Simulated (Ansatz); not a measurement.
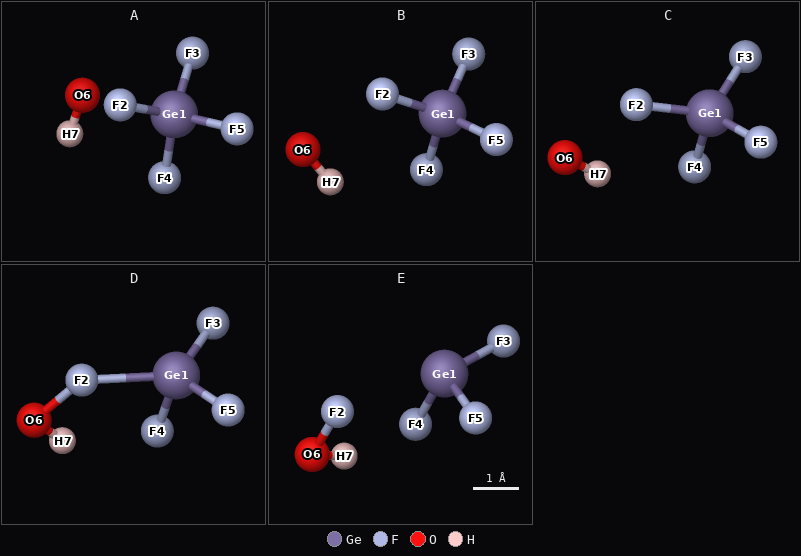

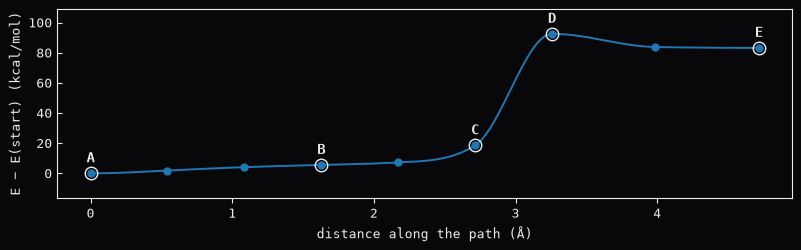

A search for the minimum-energy path of GeHOF$_{4}$ (multiplicity 2), made up at the start of GeF4 and HO by the nudged elastic band. Images are numbered from 0 (start) to 8 (end). Frames A to E are images 0, 3, 5, 6, 8. Style: ball-and-stick. Shown at a tilt.

Level of theory: UKS BHLYP-D4/def2-SVP in Ansatz. Set-up: 7 movable images; climbing image; force threshold 0.05 eV/Å; iteration limit 60; starting path through a guess of the saddle point.

### Describe the mechanism and the energy profile.

Forward barrier 92.6 kcal/mol, backward barrier 9.3 kcal/mol, with image 6 at the top; the reaction energy is +83.2 kcal/mol. Breaking: Ge1–F2 (1.69 → 2.13 at the top → 2.67 Å). Forming: F2–O6 (2.60 → 1.53 at the top → 1.40 Å). The band converged in 36 iterations. The largest component of the band force went from 2400 to 0.017 eV/Å. The climbing image converged on the top of the path. Its vibrational analysis gives 2 imaginary modes over 30i cm⁻¹, so it isn't confirmed as a transition state.

Limits of the set-up: the start holds two separate molecules, 2.4 Å apart at their closest, whose relative position is a soft coordinate.
